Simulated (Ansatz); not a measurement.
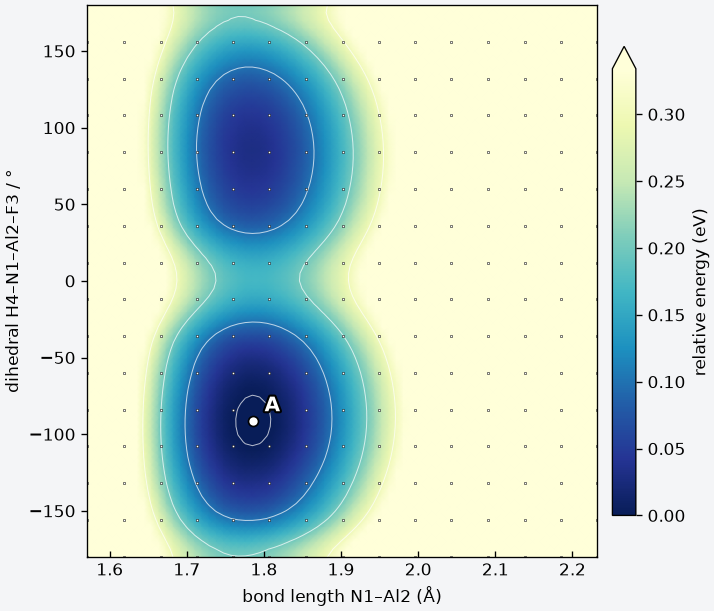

AlFH₂N, SMILES [NH][AlH][F], spin multiplicity 2. First axis: bond length N1–Al2. Second axis: dihedral H4–N1–Al2–F3. Nothing is relaxed (all other coordinates rigid). The grid has 15 × 15 points. Energies are in eV, from the lowest grid point. Theory: UHF-MP2, frozen core/def2-TZVP in Ansatz.

In the figure: a smooth colour map with a few white contour lines, dots at the grid points, one colour for all values above the top of the scale, the well A. Between grid points the surface is interpolated.

**Estimate the position of the minimum and the force constants in these coordinates. Take the well at A.**

The interpolated minimum is at bond length N1–Al2 ≈ 1.786 Å, dihedral H4–N1–Al2–F3 ≈ −92°. The curvatures there are about 24 eV/Å² and 0.15 eV/rad², with a cross term of about −0.05 eV/(Å·rad). Round the minimum the two coordinates are nearly uncoupled.
